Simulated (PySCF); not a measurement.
**C6H12 (SMILES C/C=C(/C)CC): levels of theory compared**

We compute a comparison of 6 runs (BLYP/6-31G*, M06-L/6-31G*, SVWN5/6-31G*, TPSS/6-31G*, r2SCAN/6-31G*, CCSD(T)/6-31G*) of C6H12. Input form: a Python script.

Program for the calculation: PySCF 2.14.0.

1 further run of the same task is left out (set aside as unsound or not needed).

## (1) The molecule

C6H12: 18 atoms, total charge 0, spin state singlet. SMILES: `C/C=C(/C)CC`. The C4–H11 distance was set to 1.971 Å, away from the relaxed value. At this shape a bond of the SMILES string is far longer than usual.

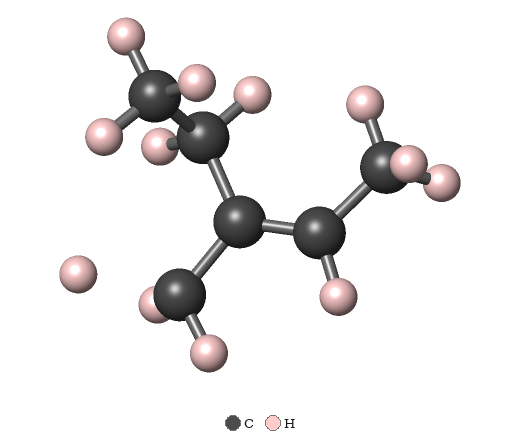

The structure, seen from a chosen angle (carbon dark grey, hydrogen pink).

## (2) The energy at BLYP/6-31G(d) (spherical functions) (run 1)

calc.py

```python
from pyscf import gto, dft

mol = gto.Mole()
mol.atom = '''
C        1.714748       2.400557       0.549522
C        1.856808       1.083177      -0.133938
C        0.906318       0.376737      -0.746838
C        1.216468      -0.948023      -1.372508
C       -0.529612       0.811017      -0.844338
C       -1.408352       0.182467       0.233882
H        2.389278       3.144197       0.112392
H        0.700598       2.797637       0.501022
H        1.986748       2.319527       1.607242
H        2.859078       0.657957      -0.115118
H        0.074920      -2.375120      -0.633130
H        2.257668      -1.234423      -1.216738
H        1.024518      -0.923663      -2.450908
H       -0.915912       0.529527      -1.830508
H       -0.609022       1.898647      -0.785578
H       -2.453772       0.475727       0.111032
H       -1.081852       0.495087       1.228322
H       -1.363702      -0.908683       0.199812
'''
mol.max_memory = 1860
mol.verbose = 4
mol.basis = '6-31g*'
mol.build()

mf = dft.RKS(mol)
mf.xc = 'blyp'
mf.grids.level = 5
mf.conv_tol = 1e-10
mf.kernel()
if not mf.converged:
    mf = mf.newton().run(mf.mo_coeff, mf.mo_occ)

e_tot = mf.e_tot
print(f'total energy: {e_tot:.8f} hartree')
```

On the command line:

```console
$ OMP_NUM_THREADS=1 python calc.py
```

Output:

```text
PySCF version 2.14.0

[... 94 lines left out ...]
converged SCF energy = -235.577894899493
total energy: -235.57789490 hartree
```

Run time: 48 s. Hardware: 1 thread of Intel Xeon at 2.70GHz, shared host; peak memory 0.59 GiB.

## (3) A single-point energy at M06-L/6-31G(d) (spherical functions) (run 2)

geometry.xyz

```xyz
18
C6H12
C      1.714748     2.400557     0.549522
C      1.856808     1.083177    -0.133938
C      0.906318     0.376737    -0.746838
C      1.216468    -0.948023    -1.372508
C     -0.529612     0.811017    -0.844338
C     -1.408352     0.182467     0.233882
H      2.389278     3.144197     0.112392
H      0.700598     2.797637     0.501022
H      1.986748     2.319527     1.607242
H      2.859078     0.657957    -0.115118
H      0.074920    -2.375120    -0.633130
H      2.257668    -1.234423    -1.216738
H      1.024518    -0.923663    -2.450908
H     -0.915912     0.529527    -1.830508
H     -0.609022     1.898647    -0.785578
H     -2.453772     0.475727     0.111032
H     -1.081852     0.495087     1.228322
H     -1.363702    -0.908683     0.199812
```

job.py

```python
from pyscf import gto, dft

system = gto.M(
    atom='geometry.xyz',
    verbose=3,
    basis='6-31g*',
    charge=0,
    max_memory=1860,
)

calc0 = dft.RKS(system)
calc0.xc = 'm06-l'
calc0.conv_tol = 1e-10
calc0.grids.level = 5
calc0.kernel()
if not calc0.converged:
    calc0 = calc0.newton().run(calc0.mo_coeff, calc0.mo_occ)

e_final = calc0.e_tot
print('E(%s) = %.9f' % ('M06-L', e_final))
```

On the command line:

```console
$ OMP_NUM_THREADS=1 python job.py
```

Output:

```text
converged SCF energy = -235.685571917052
E(M06-L) = -235.685571917
```

It took 82 s on 1 thread of Intel Xeon at 2.70GHz, shared host; peak memory 0.64 GiB.

Runs 3 to 4 aren't shown in full; the table further down has their settings and results.

## (4) The energy at r2SCAN/6-31G(d) (spherical functions) (run 5)

mol.xyz

```xyz
18
C6H12
C      1.714748     2.400557     0.549522
C      1.856808     1.083177    -0.133938
C      0.906318     0.376737    -0.746838
C      1.216468    -0.948023    -1.372508
C     -0.529612     0.811017    -0.844338
C     -1.408352     0.182467     0.233882
H      2.389278     3.144197     0.112392
H      0.700598     2.797637     0.501022
H      1.986748     2.319527     1.607242
H      2.859078     0.657957    -0.115118
H      0.074920    -2.375120    -0.633130
H      2.257668    -1.234423    -1.216738
H      1.024518    -0.923663    -2.450908
H     -0.915912     0.529527    -1.830508
H     -0.609022     1.898647    -0.785578
H     -2.453772     0.475727     0.111032
H     -1.081852     0.495087     1.228322
H     -1.363702    -0.908683     0.199812
```

input.py

```python
from pyscf import gto, dft

molecule = gto.M(
    atom='mol.xyz',
    charge=0,
    basis='6-31g*',
    verbose=3,
    spin=0,
    max_memory=1860,
)

mf = dft.RKS(molecule)
mf.xc = 'r2scan'
mf.grids.level = 5
mf.conv_tol = 1e-10
mf.kernel()
if not mf.converged:
    mf = mf.newton().run(mf.mo_coeff, mf.mo_occ)

e_final = mf.e_tot
print('E(%s) = %.9f' % ('R2SCAN', e_final))
```

On the command line:

```console
$ OMP_NUM_THREADS=1 python input.py
```

Output:

```text
converged SCF energy = -235.565511068631
E(R2SCAN) = -235.565511069
```

It took 81 s on 1 thread of Intel Xeon at 2.70GHz, shared host; peak memory 0.64 GiB.

## (5) The energy at CCSD(T)/6-31G(d) (spherical functions) (run 6)

input.py

```python
from pyscf import gto, cc

molecule = gto.M(
    atom=[
    ('C', (1.714748, 2.400557, 0.549522)),
    ('C', (1.856808, 1.083177, -0.133938)),
    ('C', (0.906318, 0.376737, -0.746838)),
    ('C', (1.216468, -0.948023, -1.372508)),
    ('C', (-0.529612, 0.811017, -0.844338)),
    ('C', (-1.408352, 0.182467, 0.233882)),
    ('H', (2.389278, 3.144197, 0.112392)),
    ('H', (0.700598, 2.797637, 0.501022)),
    ('H', (1.986748, 2.319527, 1.607242)),
    ('H', (2.859078, 0.657957, -0.115118)),
    ('H', (0.074920, -2.375120, -0.633130)),
    ('H', (2.257668, -1.234423, -1.216738)),
    ('H', (1.024518, -0.923663, -2.450908)),
    ('H', (-0.915912, 0.529527, -1.830508)),
    ('H', (-0.609022, 1.898647, -0.785578)),
    ('H', (-2.453772, 0.475727, 0.111032)),
    ('H', (-1.081852, 0.495087, 1.228322)),
    ('H', (-1.363702, -0.908683, 0.199812)),
],
    spin=0,
    verbose=3,
    max_memory=1860,
    basis='6-31g*',
    charge=0,
)

mf = molecule.RHF()
mf.conv_tol = 1e-10
mf.kernel()
if not mf.converged:
    mf = mf.newton().run(mf.mo_coeff, mf.mo_occ)

mycc = cc.CCSD(mf, frozen=6)
mycc.kernel()
e_t = mycc.ccsd_t()
energy = mycc.e_tot + e_t
print('E(%s) = %.9f' % ('CCSD(T)', energy))
```

On the command line:

```console
$ OMP_NUM_THREADS=1 python input.py
```

Output:

```text
converged SCF energy = -234.03637317938
E(CCSD) = -234.9077726104636  E_corr = -0.8713994310839824
CCSD(T) correction = -0.0315429220110713
E(CCSD(T)) = -234.939315532
```

It took 1.8 min on 1 thread of Intel Xeon at 2.70GHz, shared host; peak memory 0.99 GiB.

## (6) The series

| run | level | integration grid | frozen core orbitals | energy (Eh) | dipole moment (D) of the reference | HOMO energy (eV) | LUMO energy (eV) | wall time |
| --- | --- | --- | --- | --- | --- | --- | --- | --- |
| 1 | BLYP/6-31G* (spherical functions) | 5 | – | -235.577895 | 1.66 | -5.20 | -2.09 | 48 s |
| 2 | M06-L/6-31G* (spherical functions) | 5 | – | -235.685572 | 1.65 | -5.63 | -2.19 | 82 s |
| 3 | SVWN5/6-31G* (spherical functions) | 5 | – | -233.472376 | 1.42 | -5.43 | -2.28 | 29 s |
| 4 | TPSS/6-31G* (spherical functions) | 5 | – | -235.774800 | 1.71 | -5.48 | -2.15 | 83 s |
| 5 | r2SCAN/6-31G* (spherical functions) | 5 | – | -235.565511 | 1.61 | -5.60 | -2.17 | 81 s |
| 6 | CCSD(T)/6-31G* (spherical functions) | – | 6 | -234.939316 | 1.81 | -8.62 | 2.30 | 1.8 min |

## (7) Summary of results

| quantity | value |
| --- | --- |
| run 6: total energy | -234.93932 Eh |
| run 6: dipole moment (Hartree–Fock density) | 1.81 D |
| run 6: HOMO energy (Hartree–Fock orbitals) | -8.62 eV |
| run 6: LUMO energy (Hartree–Fock orbitals) | 2.30 eV |
| run 6: HOMO–LUMO gap (Hartree–Fock orbitals) | 10.92 eV |
| run 6: correlation energy (6 core orbitals frozen) | -902.9 mEh |
| run 6: (T) correction | -31.54 mEh |
| run 6: T1 diagnostic | 0.015 |

In words: Over runs 1, 2, 3, 4, 5 the dipole moment (its size) runs from 1.42 D (SVWN5/6-31G*) to 1.71 D (TPSS/6-31G*). Over runs 1, 2, 3, 4, 5 the HOMO–LUMO gap runs from 3.11 eV (BLYP/6-31G*) to 3.44 eV (M06-L/6-31G*). Totals of different functionals can't be ranked against each other. In runs 1, 2, 3, 4, 5, 6 a closed-shell determinant meets a far-stretched bond, which it describes badly. All runs together took 7.2 min, the longest 1.8 min.
